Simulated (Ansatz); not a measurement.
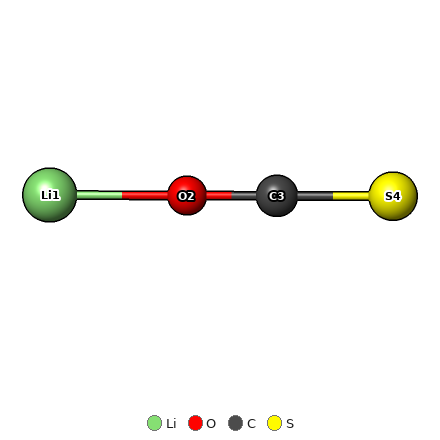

The system is CLiOS, charge +1; the picture shows the reference structure. The turn is about an axis along (−0.38, −0.92, 0.03) in the frame of the relaxed pair, normal to the line between the partners. Coordinates scanned: (1) distance O2···Li1; (2) turn of Li1 about O2. The scan uses a 13 × 13 grid. All energies are given in eV relative to the lowest grid point. The calculation used RKS B3LYP-D4/def2-TZVPD (Ansatz 0.2.0).

Its coordinates:

```yaml
atoms:
  - { symbol: Li, position_ang: [0.4916, -0.2728, -2.2606] }
  - { symbol: O, position_ang: [0.1104, -0.0612, -0.5055] }
  - { symbol: C, position_ang: [-0.1395, 0.0774, 0.6419] }
  - { symbol: S, position_ang: [-0.4624, 0.2566, 2.1243] }
```

Range: distance O2···Li1 from 1.519 to 2.919 Å; turn of Li1 about O2 from −90 to 90°.

Predict the map.

The lowest grid point is at distance O2···Li1 = 1.820 Å, turn of Li1 about O2 = 0°. It is the only kind of minimum in the scanned range. The highest grid point, distance O2···Li1 = 1.519 Å, turn of Li1 about O2 = −90°, lies 1.43 eV above the lowest. Round the minimum the two coordinates are nearly uncoupled.

| turn of Li1 about O2 ↓, distance O2···Li1 → | 1.519 | 1.562 | 1.633 | 1.720 | 1.820 | 1.930 | 2.050 | 2.177 | 2.313 | 2.455 | 2.604 | 2.759 | 2.919 |
| --- | --- | --- | --- | --- | --- | --- | --- | --- | --- | --- | --- | --- | --- |
| 90 | 1.42 | 1.22 | 0.97 | 0.78 | 0.66 | 0.60 | 0.60 | 0.63 | 0.68 | 0.72 | 0.72 | 0.77 | 0.83 |
| 75 | 1.05 | 0.87 | 0.66 | 0.51 | 0.42 | 0.40 | 0.43 | 0.48 | 0.54 | 0.57 | 0.63 | 0.71 | 0.78 |
| 60 | 0.81 | 0.64 | 0.45 | 0.32 | 0.25 | 0.25 | 0.29 | 0.36 | 0.42 | 0.48 | 0.56 | 0.64 | 0.72 |
| 45 | 0.63 | 0.47 | 0.30 | 0.18 | 0.13 | 0.14 | 0.20 | 0.27 | 0.35 | 0.42 | 0.51 | 0.60 | 0.68 |
| 30 | 0.51 | 0.36 | 0.20 | 0.09 | 0.05 | 0.08 | 0.14 | 0.23 | 0.31 | 0.39 | 0.48 | 0.57 | 0.65 |
| 15 | 0.43 | 0.29 | 0.14 | 0.04 | 0.01 | 0.04 | 0.11 | 0.20 | 0.29 | 0.37 | 0.47 | 0.56 | 0.64 |
| 0 | 0.41 | 0.27 | 0.12 | 0.03 | 0.00 | 0.03 | 0.11 | 0.20 | 0.29 | 0.37 | 0.46 | 0.55 | 0.64 |
| −15 | 0.43 | 0.29 | 0.14 | 0.04 | 0.01 | 0.04 | 0.11 | 0.20 | 0.29 | 0.37 | 0.47 | 0.56 | 0.64 |
| −30 | 0.51 | 0.36 | 0.20 | 0.09 | 0.05 | 0.08 | 0.14 | 0.23 | 0.31 | 0.39 | 0.48 | 0.57 | 0.65 |
| −45 | 0.63 | 0.48 | 0.30 | 0.18 | 0.13 | 0.14 | 0.20 | 0.27 | 0.35 | 0.42 | 0.51 | 0.60 | 0.68 |
| −60 | 0.81 | 0.64 | 0.45 | 0.32 | 0.25 | 0.25 | 0.29 | 0.36 | 0.42 | 0.48 | 0.56 | 0.64 | 0.72 |
| −75 | 1.05 | 0.88 | 0.67 | 0.51 | 0.42 | 0.40 | 0.43 | 0.48 | 0.54 | 0.57 | 0.63 | 0.71 | 0.78 |
| −90 | 1.43 | 1.22 | 0.98 | 0.78 | 0.66 | 0.60 | 0.60 | 0.63 | 0.68 | 0.72 | 0.72 | 0.77 | 0.83 |

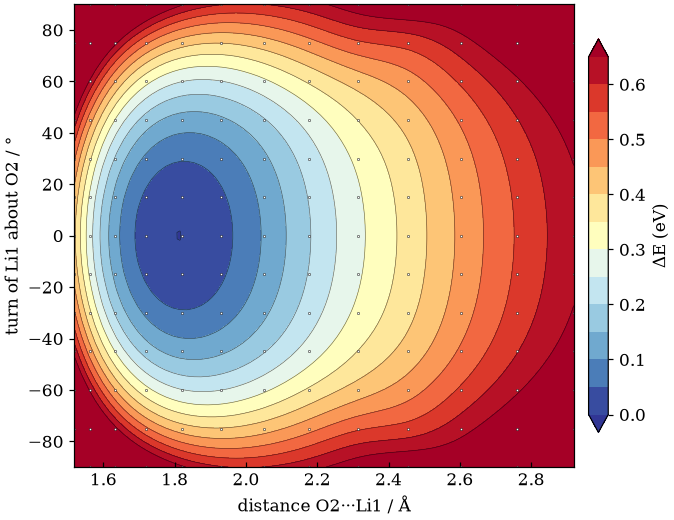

In the figure: filled contours, dots at the grid points, one colour for all values above the top of the scale. Between grid points the surface is interpolated.

Each point was launched as `ansatz run input.yaml --threads 1 --pin off --max-ram 2560MiB --backend cpu --events-out ev --progress --plain --runs-dir out`. The whole map (169 points run) took 14 min on 1 thread of Arm Neoverse V1, with other jobs on the host.
